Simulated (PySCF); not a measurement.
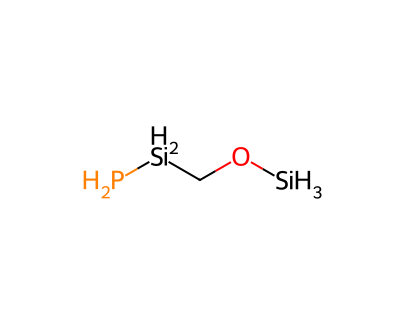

Skeletal drawing of a molecule.

> Transcribe the drawing into SMILES.

[SiH3]OC[SiH2]P

> What is the molecular formula?

CH9OPSi2.

> An optimisation with PBE0-D3(BJ)/def2-SVP gave a structure of which point group?

C1. Other conformers may differ.

More results for the same structure follow; atom numbers are the same in all pictures, views and colours differ. The geometry was computed by an optimisation with PBE0-D3(BJ)/def2-SVP. No frequency run is at hand to confirm it as a minimum.

### Shape

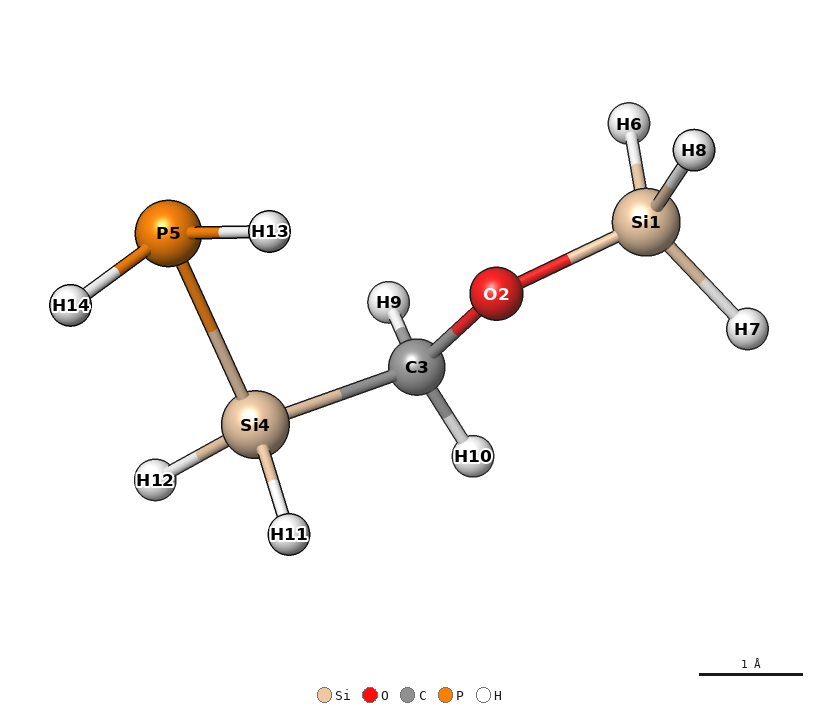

Numbered structure. No frequency run is at hand to confirm it as a minimum.

List the bonds and their lengths.

| bond | length (Å) | order |
| --- | --- | --- |
| Si1–O2 | 1.670 | single |
| Si1–H6 | 1.497 | single |
| Si1–H7 | 1.497 | single |
| Si1–H8 | 1.487 | single |
| O2–C3 | 1.413 | single |
| C3–Si4 | 1.900 | single |
| C3–H9 | 1.108 | single |
| C3–H10 | 1.108 | single |
| Si4–P5 | 2.260 | single |
| Si4–H11 | 1.495 | single |
| Si4–H12 | 1.496 | single |
| P5–H13 | 1.427 | single |
| P5–H14 | 1.429 | single |

### Charges

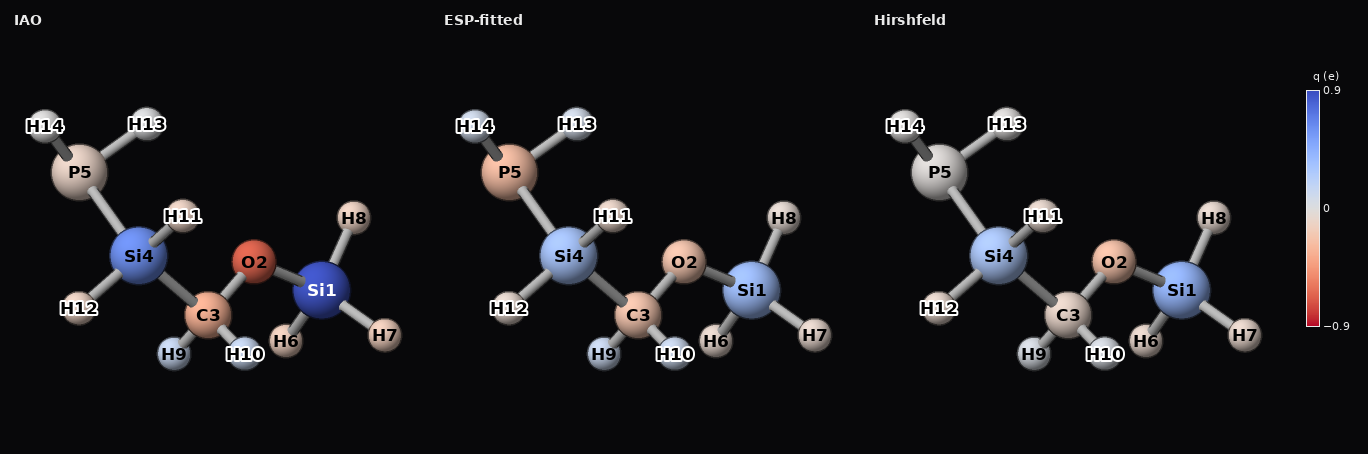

Atomic charges of one calculation by 3 schemes, on one colour scale. No frequency run is at hand to confirm it as a minimum. Method: PBE0/6-311+G(2d,p) (PySCF 2.14.0).

> Which scheme gives the most polar picture (largest mean size of the charges)?

The IAO charges are the largest in size here, and the Hirshfeld charges the smallest.

> On which atom do the schemes disagree most?

On Si1 (from 0.34 to 0.86 e).

List the charges (e), one line for each set of equivalent atoms.

| atom | IAO | ESP-fitted | Hirshfeld |
| --- | --- | --- | --- |
| Si1 | 0.86 | 0.34 | 0.39 |
| O2 | −0.65 | −0.21 | −0.23 |
| C3 | −0.33 | −0.21 | −0.09 |
| Si4 | 0.60 | 0.30 | 0.27 |
| P5 | −0.11 | −0.26 | −0.02 |
| H6 | −0.15 | −0.07 | −0.08 |
| H7 | −0.15 | −0.08 | −0.08 |
| H8 | −0.12 | −0.05 | −0.07 |
| H9 | 0.14 | 0.12 | 0.04 |
| H10 | 0.14 | 0.11 | 0.04 |
| H11 | −0.12 | −0.09 | −0.08 |
| H12 | −0.12 | −0.07 | −0.08 |
| H13 | 0.01 | 0.08 | −0.01 |
| H14 | 0.00 | 0.09 | −0.01 |

### Excitation

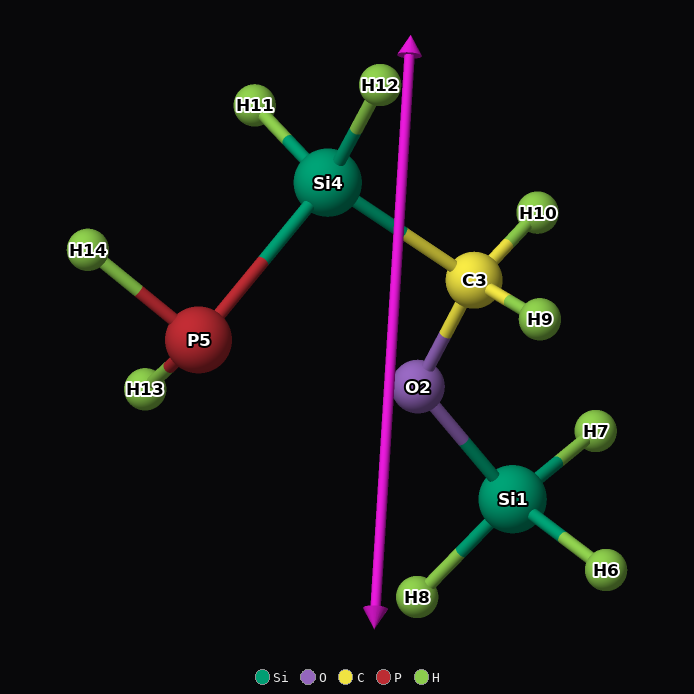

The double arrow shows the direction of the transition dipole to excited singlet state 9 (its length means nothing). No frequency run is at hand to confirm it as a minimum. Level of theory: TDDFT PBE/def2-SVPD, vertical, gas phase, core orbitals frozen in the response (PySCF 2.14.0).

> Where does the transition lie, and how strong is it?

6.56 eV (189 nm), oscillator strength 0.035, of mixed character, with the largest part HOMO−1 → LUMO+2 (weight 0.32); transition dipole 1.19 D.

### Polarisability

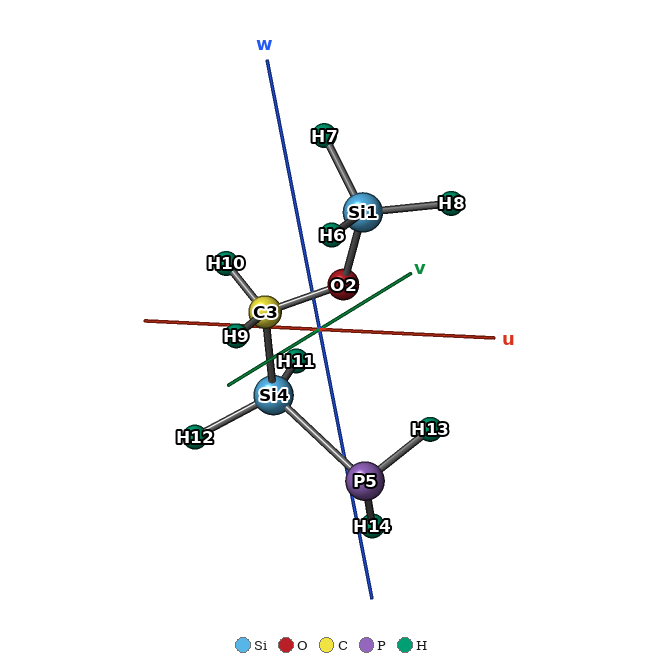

The lines u, v and w are the principal axes of the static dipole polarisability. No frequency run is at hand to confirm it as a minimum. Computed with ωB97X-D/def2-SVPD (PySCF 2.14.0).

> Along which axis is the molecule most polarisable, and along which least?

Most along w (close to the long direction Si1···P5), least along v.

> Give the three principal values.

u 101.8, v 85.5, w 110.2 bohr³; mean 99.2, anisotropy 21.7 bohr³.

### Quadrupole coupling

No frequency run is at hand to confirm it as a minimum. Electric field gradients from the ground-state density, PBE0/6-311+G(2d,p) (PySCF 2.14.0), non-relativistic apart from any core potentials.

Give the largest field-gradient component, the quadrupole coupling constant and the asymmetry for 17O at O2 (Q = −25.6 mb), 2H at H6 (Q = 2.86 mb), 2H at H7 (Q = 2.86 mb).

| atom | V_zz (a.u.) | e²qQ/h (MHz) | η |
| --- | --- | --- | --- |
| O2 | 1.690 | −10.17 | 0.48 |
| H6 | 0.150 | 0.101 | 0.04 |
| H7 | 0.150 | 0.101 | 0.04 |
